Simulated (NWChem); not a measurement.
# B1LYP/2ZaPa-NR run of SiH3Cl (SiClH3)

Aim: the vertical ionisation energy of SiH3Cl (SiClH3) at B1LYP/2ZaPa-NR, from 2 runs. 

The calculation is run with NWChem 7.3.0.

1 further run of the same task is left out (set aside as unsound or not needed).

## 1. The structure to begin with

The species is SiH3Cl (5 atoms), meant as a singlet with charge 0. SMILES: `[H][Si]([H])([H])Cl`. Geometry: relaxed at GFN2-xTB.

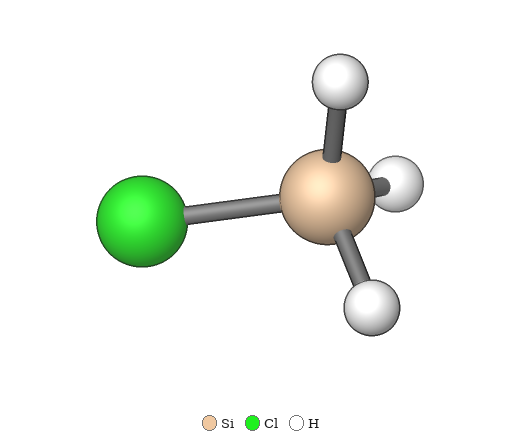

Viewed from a chosen angle; silicon light orange, chlorine green, hydrogen white.

## 2. The energy at B1LYP/2ZaPa-NR

File nw.xyz:

```xyz
5
ClH3Si
Si     0.000290     0.001940    -0.129410
Cl     0.010690    -0.020840     1.880630
H      1.382330     0.011210    -0.594910
H     -0.700750     1.203700    -0.566480
H     -0.692550    -1.196020    -0.589840
```

File nw.nw:

```
start nw
title "ClH3Si"
memory total 2200 mb

geometry noautoz
  load nw.xyz
end

basis spherical bse
  * library 2ZaPa-NR
end

dft
  xc becke88 0.75 lyp 1.0 hfexch 0.25
  grid medium
  direct
  print medium
end

task dft energy
```

Started as:

```
nwchem nw.nw > nw.out
```

The log of the run:

```text
[...]
          Wavefunction type:  closed shell.
          No. of atoms     :     5
          No. of electrons :    34
[...]
          Charge           :     0
          Spin multiplicity:     1
[...]
          AO basis - number of functions:    72
[...]
              XC Information
              --------------
                     Hartree-Fock (Exact) Exchange  0.250
                    Becke 1988 Exchange Functional  0.750
              Lee-Yang-Parr Correlation Functional  1.000
[...]
 d= 0,ls=0.0,diis     1   -751.4988147675 -8.40D+02  2.12D-02  2.00D-01     1.7
[...]
 d= 0,ls=0.0,diis     7   -751.5234943003 -5.14D-08  2.69D-06  3.93D-09     8.7
         Total DFT energy =     -751.523494300309
      One electron energy =    -1213.694047115497
           Coulomb energy =      424.407605372406
    Exchange-Corr. energy =      -50.335907235946
 Nuclear repulsion energy =       88.098854678728
[...]
```

Wall time 9.3 s (1 thread of Intel Xeon Platinum 8559C (Emerald Rapids), shared host); peak memory 0.29 GiB.

## 3. The doublet cation, same level

File geom.nw:

```
start geom
title "ClH3Si energy"
memory 2200 mb
charge 1
geometry units angstroms noautosym nocenter noautoz
  Si     0.000290     0.001940    -0.129410
  Cl     0.010690    -0.020840     1.880630
  H      1.382330     0.011210    -0.594910
  H     -0.700750     1.203700    -0.566480
  H     -0.692550    -1.196020    -0.589840
end
basis spherical bse
  Si library 2ZaPa-NR
  Cl library 2ZaPa-NR
  H library 2ZaPa-NR
end
dft
  xc becke88 0.75 lyp 1.0 hfexch 0.25
  mult 2
  grid medium
  direct
  maxiter 150
end
task dft energy
```

Started as:

```
nwchem geom.nw > geom.out
```

The log of the run:

```text
[...]
          Wavefunction type:  spin polarized.
          No. of atoms     :     5
          No. of electrons :    33
[...]
          Charge           :     1
          Spin multiplicity:     2
[...]
          AO basis - number of functions:    72
[...]
              XC Information
              --------------
                     Hartree-Fock (Exact) Exchange  0.250
                    Becke 1988 Exchange Functional  0.750
              Lee-Yang-Parr Correlation Functional  1.000
[...]
 d= 0,ls=0.0,diis     1   -750.9240953284 -8.39D+02  2.79D-02  3.72D-01     2.2
[...]
 d= 0,ls=0.5,diis    31   -751.1050709190 -2.18D-07  6.52D-07  2.01D-07    51.4
[...]
         Total DFT energy =     -751.105071081639
      One electron energy =    -1204.118714197750
           Coulomb energy =      414.910978618553
    Exchange-Corr. energy =      -49.996190181169
 Nuclear repulsion energy =       88.098854678728
[...]
      <S2> =      0.7583 (Exact =     0.7500)
[...]
```

Run time: 54 s. Hardware: 1 thread of Intel Xeon Platinum 8559C (Emerald Rapids), shared host; peak memory 0.29 GiB.

## 4. What came out

Level: B1LYP/2ZaPa-NR.

| quantity | value |
| --- | --- |
| singlet SiH3Cl: total energy | -751.52349 Eh |
| singlet SiH3Cl: dipole moment | 1.35 D |
| singlet SiH3Cl: HOMO energy | -8.93 eV |
| singlet SiH3Cl: LUMO energy | -0.31 eV |
| singlet SiH3Cl: HOMO–LUMO gap | 8.62 eV |
| doublet cation: total energy | -751.10507 Eh |
| doublet cation: HOMO energy (highest over α and β) | -15.69 eV |
| doublet cation: LUMO energy (lowest over α and β) | -13.85 eV |
| doublet cation: ⟨S²⟩ | 0.758 |
| vertical ionisation energy (to the doublet cation) | 11.386 eV |

In words: The vertical ionisation energy comes to 11.39 eV (263 kcal/mol). The negative HOMO energy of the first species, 8.93 eV, lies 2.46 eV below that difference.
